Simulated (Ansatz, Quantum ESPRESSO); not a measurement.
# Cl-SiC-Cl chair, 1 layer in an electric field, part 4 of 5

How does Cl-SiC-Cl chair, 1 layer respond to a gate-like field without added charge?

Quantum ESPRESSO 7.5; plane-wave DFT, PBE, SG15 norm-conserving pseudopotentials; geometry and cross-check by Ansatz 0.2.0 with PAW datasets.

So far. Step 6 (Self-consistent run: field 0.1 V/Å): The dipole goes from -0.0090 to 0.0196 e Å, 0.2867 e Å per V/Å. Step 7 (Potential by pp.x): The slope in the vacuum is 0.100 eV/Å for an applied 0.10 V/Å, as it should be.

### 8. Self-consistent run: field 0.2 V/Å

File f2.in:

```
&control
  prefix = 'f2'
  outdir = './out'
  pseudo_dir = './pseudo'
  calculation = 'scf'
  tprnfor = .true.
  tefield = .true.
  dipfield = .true.
/
&system
  ibrav = 0
  nat = 4
  ntyp = 3
  ecutwfc = 60
  ecutrho = 240
  occupations = 'smearing'
  smearing = 'fd'
  degauss = 0.004
  edir = 3
  emaxpos = 0.97
  eopreg = 0.04
  eamp = 0.00388938
/
&electrons
  conv_thr = 1e-09
  mixing_beta = 0.4
  electron_maxstep = 120
  mixing_mode = 'plain'
  startingpot = 'file'
/
ATOMIC_SPECIES
  Cl  35.4500  Cl_ONCV_PBE-1.2.upf
  C   12.0110  C_ONCV_PBE-1.2.upf
  Si  28.0850  Si_ONCV_PBE-1.2.upf
CELL_PARAMETERS angstrom
  3.27602183406676 -0.00000000000000 -0.00000000000000
  -1.63801091703338 2.83711813165431 0.00000000000000
  -0.00000000000000 -0.00000000000000 21.53333333330000
ATOMIC_POSITIONS crystal
  Cl  0.666666666667 0.333333333333 0.395525486064
  C   0.666666666667 0.333333333333 0.480774147586
  Si  0.333333333333 0.666666666667 0.506209546039
  Cl  0.333333333333 0.666666666667 0.601236950311
K_POINTS automatic
  12 12 1 0 0 0
```

Started as:

```console
$ cp -r out/f0.save out/f2.save
$ OMP_NUM_THREADS=1 mpirun -n 4 pw.x -nk 4 -in f2.in > f2.out
```

Log:

```text
[banner, memory and clock lines left out]
Program PWSCF v.7.5 starts
[...]
number of electrons       =        22.00
     number of Kohn-Sham states=           15
     kinetic-energy cutoff     =      60.0000  Ry
     charge density cutoff     =     240.0000  Ry
[...]
number of k points=    74  Fermi-Dirac smearing, width (Ry)=  0.0040
[...]
Dense  grid:    84897 G-vectors     FFT dimensions: (  32,  32, 216)
     The initial density is read from file :
[...]
Starting wfcs are random
[...]
estimated scf accuracy    <       0.01323553 Ry
[...]
estimated scf accuracy    <       0.03010813 Ry
[...]
estimated scf accuracy    <       0.00006418 Ry
[...]
estimated scf accuracy    <       0.00000339 Ry
[...]
estimated scf accuracy    <       0.00000015 Ry
[...]
estimated scf accuracy    <       0.00000004 Ry
[...]
estimated scf accuracy    <       0.00000001 Ry
[...]
estimated scf accuracy    <          1.9E-09 Ry
[...]
Computed dipole along edir(3) :
        Dipole                0.0913 Ry au,          0.2321 Debye
        Dipole field          0.0008 Ry au,
        E field amplitude [Ha a.u.]:  3.8894E-03
        Potential amp.        0.2375 Ry
        Total length         39.0644 bohr
[...]
the Fermi energy is    -0.7420 ev
!    total energy              =     -79.73776685 Ry
     estimated scf accuracy    <          2.9E-10 Ry
     smearing contrib. (-TS)   =      -0.00000000 Ry
     internal energy E=F+TS    =     -79.73776685 Ry
[...]
one-electron contribution =    -618.60910350 Ry
     hartree contribution      =     313.83005646 Ry
     xc contribution           =     -17.54609941 Ry
     ewald contribution        =     242.58801232 Ry
     electric field correction =      -0.00063272 Ry
     convergence has been achieved in   9 iterations
[...]
Total force =     0.005697     Total SCF correction =     0.000049
[...]
```

Wall time 55 s (4 MPI ranks of Intel Xeon Platinum 8488C (Sapphire Rapids), shared host); peak memory 0.59 GiB.

Numbers from this step:

```
free energy                          : -1084.8876 eV
Fermi energy                         : -0.742 eV
dipole along the normal              : 0.04832 e·Å
valence top, on the run's zero       : -1.854 eV
conduction bottom, on the run's zero : 0.4067 eV
gap by band count                    : 2.261 eV
```

The dipole goes from -0.0090 to 0.0483 e Å, 0.2868 e Å per V/Å.

### 9. Electrostatic potential

File f2.pot.in:

```
&inputpp
  prefix = 'f2'
  outdir = './out'
  filplot = 'f2.pot.dat'
  plot_num = 11
/
```

Started as:

```console
$ OMP_NUM_THREADS=1 mpirun -n 4 pp.x -in f2.pot.in > f2.pot.out
```

Wall time 1.6 s (4 MPI ranks); peak memory 0.11 GiB; 4.1 s of CPU time.

This step gave:

```
slope of the potential above                                          : 0.2000 eV/Å
upper vacuum line continued to the top atoms, over the valence top    : 5.612 eV
slope of the potential below                                          : 0.2000 eV/Å
lower vacuum line continued to the bottom atoms, over the valence top : 5.667 eV
```

The slope in the vacuum is 0.200 eV/Å for an applied 0.20 V/Å, as it should be.

### 10. Bands along a path: field 0.2 V/Å

File f2.bands.in:

```
&control
  prefix = 'f2.bands'
  outdir = './out'
  pseudo_dir = './pseudo'
  calculation = 'bands'
  tefield = .true.
  dipfield = .true.
/
&system
  ibrav = 0
  nat = 4
  ntyp = 3
  ecutwfc = 60
  ecutrho = 240
  occupations = 'smearing'
  smearing = 'fd'
  degauss = 0.004
  edir = 3
  emaxpos = 0.97
  eopreg = 0.04
  eamp = 0.00388938
  nbnd = 17
/
&electrons
  conv_thr = 1e-07
  mixing_beta = 0.4
  electron_maxstep = 120
  mixing_mode = 'local-TF'
/
ATOMIC_SPECIES
  Cl  35.4500  Cl_ONCV_PBE-1.2.upf
  C   12.0110  C_ONCV_PBE-1.2.upf
  Si  28.0850  Si_ONCV_PBE-1.2.upf
CELL_PARAMETERS angstrom
  3.27602183406676 -0.00000000000000 -0.00000000000000
  -1.63801091703338 2.83711813165431 0.00000000000000
  -0.00000000000000 -0.00000000000000 21.53333333330000
ATOMIC_POSITIONS crystal
  Cl  0.666666666667 0.333333333333 0.395525486064
  C   0.666666666667 0.333333333333 0.480774147586
  Si  0.333333333333 0.666666666667 0.506209546039
  Cl  0.333333333333 0.666666666667 0.601236950311
K_POINTS crystal_b
4
  0.0000000000 0.0000000000 0.0000000000 14
  0.5000000000 0.0000000000 0.0000000000 14
  0.3333333333 0.3333333333 0.0000000000 14
  0.0000000000 0.0000000000 0.0000000000 1
```

Started as:

```console
$ cp -r out/f2.save out/f2.bands.save
$ cp out/f2.xml out/f2.bands.xml
$ OMP_NUM_THREADS=1 mpirun -n 4 pw.x -nk 4 -in f2.bands.in > f2.bands.out
```

Log:

```text
[banner, memory and clock lines left out]
Program PWSCF v.7.5 starts
[citation notice left out]

[...]
bravais-lattice index     =            0
     lattice parameter (alat)  =       6.1908  a.u.
     unit-cell volume          =    1350.6166 (a.u.)^3
     number of atoms/cell      =            4
     number of atomic types    =            3
     number of electrons       =        22.00
     number of Kohn-Sham states=           17
     kinetic-energy cutoff     =      60.0000  Ry
     charge density cutoff     =     240.0000  Ry
     Exchange-correlation= PBE
                           (   1   4   3   4   0   0   0)

[...]
PseudoPot. # 1 for Cl read from file:
     ./pseudo/Cl_ONCV_PBE-1.2.upf
     Pseudo is Norm-conserving, Zval =  7.0
     Generated using ONCVPSP code by D. R. Hamann
     Using radial grid of  602 points,  4 beta functions with:
                l(1) =   0
                l(2) =   0
                l(3) =   1
                l(4) =   1

     PseudoPot. # 2 for C  read from file:
     ./pseudo/C_ONCV_PBE-1.2.upf
     Pseudo is Norm-conserving, Zval =  4.0
     Generated using ONCVPSP code by D. R. Hamann
     Using radial grid of  602 points,  4 beta functions with:
                l(1) =   0
                l(2) =   0
                l(3) =   1
                l(4) =   1

     PseudoPot. # 3 for Si read from file:
     ./pseudo/Si_ONCV_PBE-1.2.upf
     Pseudo is Norm-conserving, Zval =  4.0
     Generated using ONCVPSP code by D. R. Hamann
     Using radial grid of  602 points,  4 beta functions with:
                l(1) =   0
                l(2) =   0
                l(3) =   1
                l(4) =   1

     atomic species   valence    mass     pseudopotential
     Cl                7.00    35.45000     Cl( 1.00)
     C                 4.00    12.01100     C ( 1.00)
     Si                4.00    28.08500     Si( 1.00)

     No symmetry found

[...]
number of k points=    43  Fermi-Dirac smearing, width (Ry)=  0.0040
[...]
Dense  grid:    84897 G-vectors     FFT dimensions: (  32,  32, 216)

     The potential is recalculated from file :
     ./out/f2.bands.save/charge-density

     Adding external electric field

     Computed dipole along edir(3) :
        Dipole                0.0913 Ry au,          0.2321 Debye
        Dipole field          0.0008 Ry au,

        E field amplitude [Ha a.u.]:  3.8894E-03
        Potential amp.        0.2375 Ry
        Total length         39.0644 bohr

     Starting wfcs are random

     Band Structure Calculation
     Davidson diagonalization with overlap

     ethr =  4.55E-10,  avg # of iterations = 56.3

     End of band structure calculation

          k = 0.0000 0.0000 0.0000 ( 10691 PWs)   bands (ev):

   -18.8077 -17.7958 -14.3236  -8.7856  -6.0990  -4.6998  -4.6998  -3.0388
    -3.0388  -1.8545  -1.8545   0.4066   1.2912   2.8781   3.6141   3.8422
     3.8422

          k = 0.0357 0.0206 0.0000 ( 10649 PWs)   bands (ev):

   -18.7967 -17.7872 -14.3101  -8.7780  -6.0993  -4.7890  -4.7202  -3.0901
    -3.0487  -1.9150  -1.8659   0.4584   1.3427   2.9002   3.6226   3.7948
     3.8924

[...]
```

It took 31 s on 4 MPI ranks; peak memory 0.36 GiB.

Numbers from this step:

* valence top, on the run's zero: -1.855 eV
* conduction bottom, on the run's zero: 0.4066 eV

Band numbers count within the set of bands kept for display. The electronic bands at the labelled points (eV, zero at the highest filled level of the SCF mesh; v1 is the highest filled band, c1 the lowest empty one):

```tsv
point	v4	v3	v2	v1	c1	c2	c3	c4
Γ	-1.18	-1.18	0.00	0.00	2.26	3.15	4.73	5.47
M	-3.76	-3.17	-1.91	-0.76	2.42	3.76	5.04	7.03
K	-3.69	-3.09	-2.51	-2.38	4.03	5.20	5.59	6.96
Γ	-1.18	-1.18	0.00	0.00	2.26	3.15	4.73	5.47
```

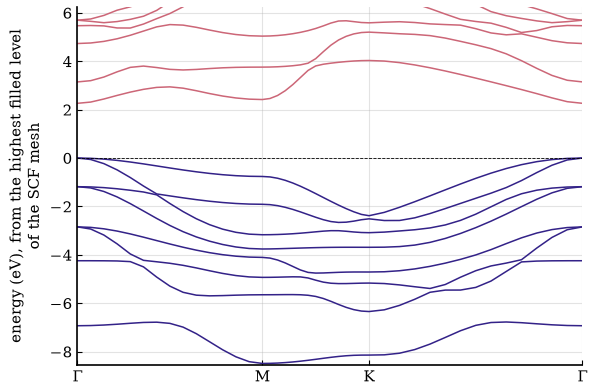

Electronic bands along the path; lines of filled and empty bands in two colours.

Upper empty bands that drop with the field can be states of the vacuum, held by the sawtooth; they depend on the cell's width.

Along this path the valence top lies at Γ and the conduction bottom at Γ.

### 11. Ground state: field 0.4 V/Å

f3.in, as its differences from the input of step 8:

```diff
@@ -1,3 +1,3 @@
 &control
-  prefix = 'f2'
+  prefix = 'f3'
   outdir = './out'
@@ -21,3 +21,3 @@
   eopreg = 0.04
-  eamp = 0.00388938
+  eamp = 0.00777876
 /
```

Started as:

```console
$ cp -r out/f0.save out/f3.save
$ OMP_NUM_THREADS=1 mpirun -n 4 pw.x -nk 4 -in f3.in > f3.out
```

Log:

```text
[banner, memory and clock lines left out]
Program PWSCF v.7.5 starts
[...]
number of electrons       =        22.00
     number of Kohn-Sham states=           15
     kinetic-energy cutoff     =      60.0000  Ry
     charge density cutoff     =     240.0000  Ry
[...]
number of k points=    74  Fermi-Dirac smearing, width (Ry)=  0.0040
[...]
Dense  grid:    84897 G-vectors     FFT dimensions: (  32,  32, 216)
     The initial density is read from file :
[...]
Starting wfcs are random
[...]
estimated scf accuracy    <       0.05430663 Ry
[...]
estimated scf accuracy    <       0.12701442 Ry
[...]
estimated scf accuracy    <       0.00039416 Ry
[...]
estimated scf accuracy    <       0.00001870 Ry
[...]
estimated scf accuracy    <       0.00000204 Ry
[...]
estimated scf accuracy    <       0.00000022 Ry
[...]
estimated scf accuracy    <       0.00000002 Ry
[...]
estimated scf accuracy    <          1.4E-09 Ry
[...]
Computed dipole along edir(3) :
        Dipole                0.1998 Ry au,          0.5079 Debye
        Dipole field          0.0019 Ry au,
        E field amplitude [Ha a.u.]:  7.7788E-03
        Potential amp.        0.4625 Ry
        Total length         39.0644 bohr
[...]
the Fermi energy is    -0.7220 ev
!    total energy              =     -79.73889966 Ry
     estimated scf accuracy    <          4.6E-10 Ry
     smearing contrib. (-TS)   =      -0.00000000 Ry
     internal energy E=F+TS    =     -79.73889966 Ry
[...]
one-electron contribution =    -618.61033415 Ry
     hartree contribution      =     313.83211450 Ry
     xc contribution           =     -17.54595490 Ry
     ewald contribution        =     242.58801232 Ry
     electric field correction =      -0.00273743 Ry
     convergence has been achieved in   9 iterations
[...]
Total force =     0.008924     Total SCF correction =     0.000069
[...]
```

The job ended after 57 s (4 MPI ranks; peak memory 0.59 GiB; 3.8 min of CPU time).

Numbers from this step:

```
free energy                          : -1084.9030 eV
Fermi energy                         : -0.722 eV
dipole along the normal              : 0.1057 e·Å
valence top, on the run's zero       : -1.866 eV
conduction bottom, on the run's zero : 0.3905 eV
gap by band count                    : 2.257 eV
```

The dipole goes from -0.0090 to 0.1057 e Å, 0.2869 e Å per V/Å.

### 12. Electrostatic potential

File f3.pot.in:

```
&inputpp
  prefix = 'f3'
  outdir = './out'
  filplot = 'f3.pot.dat'
  plot_num = 11
/
```

Started as:

```console
$ OMP_NUM_THREADS=1 mpirun -n 4 pp.x -in f3.pot.in > f3.pot.out
```

Wall time 1.4 s (4 MPI ranks); peak memory 0.11 GiB; 4.3 s of CPU time.

This step gave:

* slope of the potential above: 0.4000 eV/Å
* upper vacuum line continued to the top atoms, over the valence top: 5.537 eV
* slope of the potential below: 0.4000 eV/Å
* lower vacuum line continued to the bottom atoms, over the valence top: 5.824 eV

The slope in the vacuum is 0.400 eV/Å for an applied 0.40 V/Å, as it should be.

Each curve counts from the valence top of its own run.

The potential energy (potential at 0 V/Å) oscillates, so the rows of the table below give means over windows of 2.5 Å about each position, cut where the curve ends. Its maxima inside the range that stand out by 2 % of the span (Å: eV): 9.5: 1.12, 12.1: 1.31. Its minima: 8.5: -17.6, 10.9: -22.5, 13.0: -18.0.

The runs together. Table of potential energy by z; means over each step:

```tsv
z (Å)	potential at 0 V/Å (eV)	potential at 0.1 V/Å (eV)	potential at 0.2 V/Å (eV)	potential at 0.4 V/Å (eV)
0.0	5.52	4.84	4.16	2.81
2.5	5.51	4.99	4.46	3.42
5.0	5.51	5.24	4.96	4.41
7.5	-0.559	-0.615	-0.671	-0.782
10.0	-9.36	-9.35	-9.34	-9.33
12.5	-5.23	-5.19	-5.15	-5.06
15.0	5.38	5.55	5.72	6.07
17.5	5.69	6.11	6.52	7.36
20.0	5.68	6.30	6.92	8.15
```

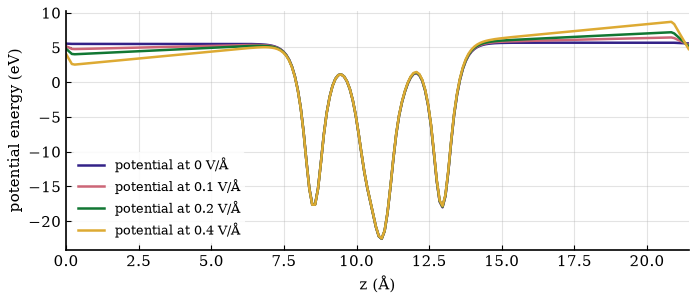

Potential energy against z.

### 13. Bands along a path: field 0.4 V/Å

f3.bands.in, as its differences from the input of step 10:

```diff
@@ -1,3 +1,3 @@
 &control
-  prefix = 'f2.bands'
+  prefix = 'f3.bands'
   outdir = './out'
@@ -20,3 +20,3 @@
   eopreg = 0.04
-  eamp = 0.00388938
+  eamp = 0.00777876
   nbnd = 17
```

Started as:

```console
$ cp -r out/f3.save out/f3.bands.save
$ cp out/f3.xml out/f3.bands.xml
$ OMP_NUM_THREADS=1 mpirun -n 4 pw.x -nk 4 -in f3.bands.in > f3.bands.out
```

Log:

```text
[banner, memory and clock lines left out]
Program PWSCF v.7.5 starts
[citation notice left out]

[...]
bravais-lattice index     =            0
     lattice parameter (alat)  =       6.1908  a.u.
     unit-cell volume          =    1350.6166 (a.u.)^3
     number of atoms/cell      =            4
     number of atomic types    =            3
     number of electrons       =        22.00
     number of Kohn-Sham states=           17
     kinetic-energy cutoff     =      60.0000  Ry
     charge density cutoff     =     240.0000  Ry
     Exchange-correlation= PBE
                           (   1   4   3   4   0   0   0)

[...]
PseudoPot. # 1 for Cl read from file:
     ./pseudo/Cl_ONCV_PBE-1.2.upf
     Pseudo is Norm-conserving, Zval =  7.0
     Generated using ONCVPSP code by D. R. Hamann
     Using radial grid of  602 points,  4 beta functions with:
                l(1) =   0
                l(2) =   0
                l(3) =   1
                l(4) =   1

     PseudoPot. # 2 for C  read from file:
     ./pseudo/C_ONCV_PBE-1.2.upf
     Pseudo is Norm-conserving, Zval =  4.0
     Generated using ONCVPSP code by D. R. Hamann
     Using radial grid of  602 points,  4 beta functions with:
                l(1) =   0
                l(2) =   0
                l(3) =   1
                l(4) =   1

     PseudoPot. # 3 for Si read from file:
     ./pseudo/Si_ONCV_PBE-1.2.upf
     Pseudo is Norm-conserving, Zval =  4.0
     Generated using ONCVPSP code by D. R. Hamann
     Using radial grid of  602 points,  4 beta functions with:
                l(1) =   0
                l(2) =   0
                l(3) =   1
                l(4) =   1

     atomic species   valence    mass     pseudopotential
     Cl                7.00    35.45000     Cl( 1.00)
     C                 4.00    12.01100     C ( 1.00)
     Si                4.00    28.08500     Si( 1.00)

     No symmetry found

[...]
number of k points=    43  Fermi-Dirac smearing, width (Ry)=  0.0040
[...]
Dense  grid:    84897 G-vectors     FFT dimensions: (  32,  32, 216)

     The potential is recalculated from file :
     ./out/f3.bands.save/charge-density

     Adding external electric field

     Computed dipole along edir(3) :
        Dipole                0.1998 Ry au,          0.5079 Debye
        Dipole field          0.0019 Ry au,

        E field amplitude [Ha a.u.]:  7.7788E-03
        Potential amp.        0.4625 Ry
        Total length         39.0644 bohr

     Starting wfcs are random

     Band Structure Calculation
     Davidson diagonalization with overlap

     ethr =  4.55E-10,  avg # of iterations = 59.9

     End of band structure calculation

          k = 0.0000 0.0000 0.0000 ( 10691 PWs)   bands (ev):

   -18.8192 -17.7309 -14.3157  -8.7665  -6.0580  -4.7005  -4.7005  -2.9685
    -2.9685  -1.8662  -1.8662   0.3905   1.2511   2.0375   3.2060   3.8669
     3.8669

          k = 0.0357 0.0206 0.0000 ( 10649 PWs)   bands (ev):

   -18.8083 -17.7222 -14.3023  -8.7590  -6.0583  -4.7893  -4.7208  -3.0202
    -2.9788  -1.9267  -1.8773   0.4403   1.3045   2.0612   3.2254   3.8124
     3.9171

[...]
```

Run time: 31 s. Hardware: 4 MPI ranks; peak memory 0.36 GiB.

Band numbers count within the set of bands kept for display. Electronic bands along the path, in eV, zero at the highest filled level of the SCF mesh; v1 is the highest filled band, c1 the lowest empty one:

```tsv
point	v4	v3	v2	v1	c1	c2	c3	c4
Γ	-1.10	-1.10	0.00	0.00	2.26	3.12	3.90	5.07
M	-3.70	-3.16	-1.84	-0.75	2.45	3.76	5.09	7.08
K	-3.63	-3.01	-2.51	-2.37	4.03	5.25	5.64	6.98
Γ	-1.10	-1.10	0.00	0.00	2.26	3.12	3.90	5.07
```

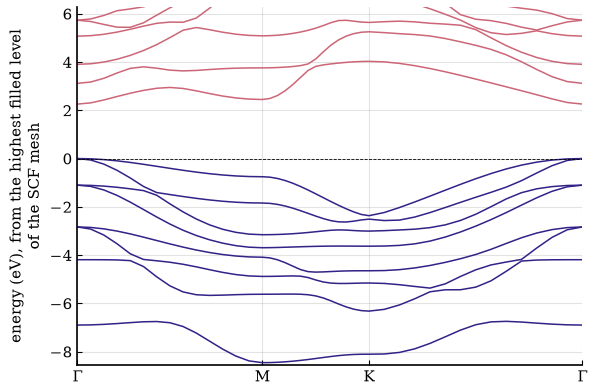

Electronic bands along the path; lines of filled and empty bands in two colours.

Upper empty bands that drop with the field can be states of the vacuum, held by the sawtooth; they depend on the cell's width.

Along this path the valence top lies at Γ and the conduction bottom at Γ.

### 14. Density by pp.x

The density shows how far the electrons spill into the vacuum.

File f0.rho.in:

```
&inputpp
  prefix = 'f0'
  outdir = './out'
  filplot = 'f0.rho.dat'
  plot_num = 0
/
```

Started as:

```console
$ OMP_NUM_THREADS=1 mpirun -n 4 pp.x -in f0.rho.in > f0.rho.out
```

Log:

```text
[banner, memory and clock lines left out]
Program POST-PROC v.7.5 starts

          URL

     ./out/f0.save/

     IMPORTANT: XC functional enforced from input :
     Exchange-correlation= PBE
                           (   1   4   3   4   0   0   0)
     Any further DFT definition will be discarded
     Please, verify this is what you really want

     Adding external electric field

     Computed dipole along edir(3) :
        Dipole               -0.0171 Ry au,         -0.0434 Debye
        Dipole field         -0.0002 Ry au,

        Potential amp.        0.0124 Ry
        Total length         39.0644 bohr

     Calling punch_plot, plot_num =   0
     Writing data to file  f0.rho.dat
     Message from routine chdens:
     namelist plot not found or invalid, exiting
```

It took 1.4 s on 4 MPI ranks; peak memory 0.11 GiB.

This step gave:

* electrons by integration: 22.00 e

The valence density, planar mean oscillates, so the rows of the table below give means over windows of 2 Å about each position, cut where the curve ends. Its maxima inside the range that stand out by 2 % of the span (Å: e/Å³): 8.5: 0.554, 10.5: 0.571, 13.0: 0.533. Its minima: 9.6: 0.219, 11.7: 0.177.

Mean over planes. Valence density, planar mean against z; means over each step:

```tsv
z (Å)	valence density, planar mean (e/Å³)
4	1.5e-6
6	0.00194
8	0.309
10	0.382
12	0.314
14	0.176
16	3.0e-4
18	0
```

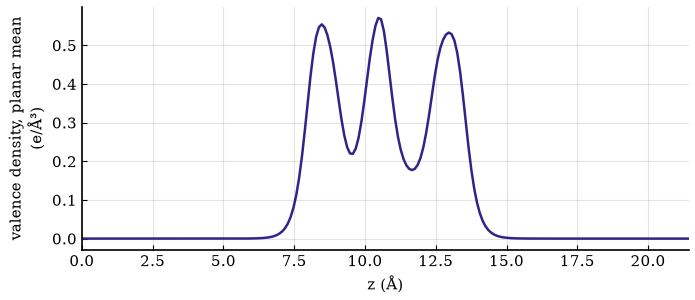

Valence density, planar mean, plotted against z.

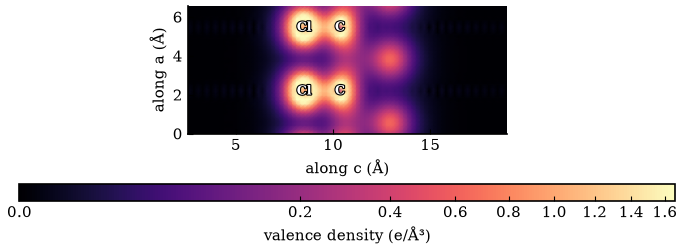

Valence density in the ca plane at fractional y = 0.333, with atoms of Cl and C within 0.2 Å of it. It is the smooth field of the valence electrons, not physical close to the nuclei. The colour scale is stretched toward low values. The far vacuum is left out of the map.

The density integrates to 22.000 electrons, as the 22 of the input ask.

### 15. Density by pp.x

File f2.rho.in:

```
&inputpp
  prefix = 'f2'
  outdir = './out'
  filplot = 'f2.rho.dat'
  plot_num = 0
/
```

Started as:

```console
$ OMP_NUM_THREADS=1 mpirun -n 4 pp.x -in f2.rho.in > f2.rho.out
```

Run time: 1.5 s. Hardware: 4 MPI ranks; peak memory 0.11 GiB.

(Part 4 of 5 ends here.)

[Logs are printed without paths, hosts, clocks, repeated set-up lines and the standing remarks that a program may print on its own settings, such as how far it seeks lower states.]

[Hosts, paths, dates, database ids (printed as entryN), source tags and the programs' standing remarks are cut or masked in the printed files.]

[Maps of the electrostatic potential energy from Ansatz leave out the sawtooth potential of an applied field or a dipole correction, so their vacuum need not be flat; planar profiles and work functions include it.]
